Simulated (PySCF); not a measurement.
C4H7N, SMILES `CC1=CC1N`.

Level of theory: ωB97X/def2-TZVP (PySCF), at a geometry from GFN2-xTB. No frequency check shows the geometry to be a minimum.

The calculation's input:

```python
import numpy as np
from pyscf import gto, scf, dft
from pyscf.scf import atom_ks, atom_hf
from scipy.linalg import block_diag

def solve(mol, dm0=None, hcore=None):
    mf = (dft.UKS if mol.spin else dft.RKS)(mol, xc='wb97x')
    mf.grids.level = 3
    mf = mf.density_fit(auxbasis='def2-universal-jkfit')
    mf.conv_tol, mf.max_cycle = 1e-8, 80
    if hcore is not None:
        mf.get_hcore = lambda *args: hcore
    mf.kernel(dm0)
    if not mf.converged:
        mf = mf.newton().run(mf.mo_coeff, mf.mo_occ, max_cycle=30)
    assert mf.converged, 'SCF not converged'
    return mf

mol = gto.M(atom='''
C     -1.91905    -0.53306     0.03679
C     -0.65311     0.20389    -0.03793
C      0.07323     1.26370     0.19872
C      0.76369     0.11597    -0.49237
N      1.69762    -0.75629     0.17869
H     -1.76923    -1.47329     0.56755
H     -2.26474    -0.77241    -0.96906
H     -2.68125     0.05278     0.54810
H      0.16565     2.23968     0.61006
H      1.01302     0.18717    -1.54877
H      2.63329    -0.36126     0.15982
H      1.43133    -0.88165     1.15022
''', basis='def2-tzvp', charge=0, spin=0, verbose=4)
mf = solve(mol)
mf.analyze()
# spherically averaged free atoms, for the promolecule
atm = atom_ks.get_atm_nrks(mol, xc='wb97x')
pro = block_diag(*[(atm[a[0]][2] * atm[a[0]][3]) @ atm[a[0]][2].T for a in mol._atom])
np.savez('result.npz', e=mf.e_tot, c=mf.mo_coeff, occ=mf.mo_occ, eps=mf.mo_energy, pro=pro, dip=mf.dip_moment(verbose=0), s2=mf.spin_square()[0])
```

Run with:

```sh
OMP_NUM_THREADS=1 python input.py
```

The run took 28 s on 1 thread of Arm Neoverse V2, on a shared host, peak memory 0.77 GiB.

Partitions, critical points and surface values were worked out afterwards from this run's density.

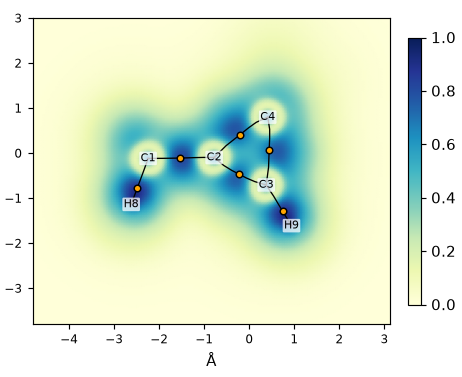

Localised orbital locator (LOL) in the plane of C1, C2, C3, C4, H8 and H9, with bond paths and bond critical points (dots).

What values does LOL take at the bond critical points in this plane?

Answer. C3–H9: about 0.90; C1–H8: about 0.89; C1–C2: about 0.82; C2–C4: about 0.73; C2–C3: about 0.72; C3–C4: about 0.71. Values above 0.5 mark slow, localised electrons, as in shared pairs; low values at a critical point mark a polar or closed-shell contact whose critical point lies between the shells.

Where along C3–H9 does the critical point lie?

Answer. 0.69 Å from C3 and 0.37 Å from H9.
